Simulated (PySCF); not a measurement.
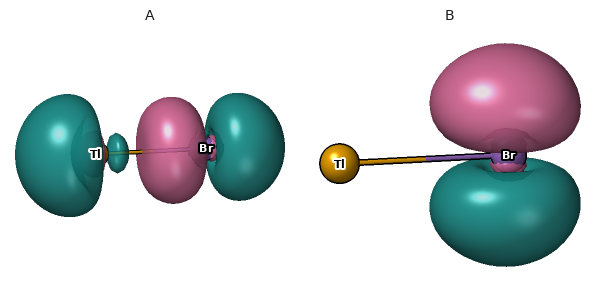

The picture shows: TlBr. Two frontier orbitals, each drawn at the value that holds 80 % of its norm (teal and pink are the two phases), in no order; of a degenerate pair one member is drawn.

Core potentials replace the inner electrons of Tl.

Computed with PBE0/def2-SVP, non-relativistic Hamiltonian with scalar-relativistic core potentials where named, at a bond length of 2.674 Å (PySCF).

### Name the orbitals and rank them from lowest to highest energy.

Orbital B: π, occupied, −7.24 eV; mainly on Br (95 %).
Orbital A: σ, occupied, −7.14 eV; shared between the atoms (Tl 35 %, Br 65 %).
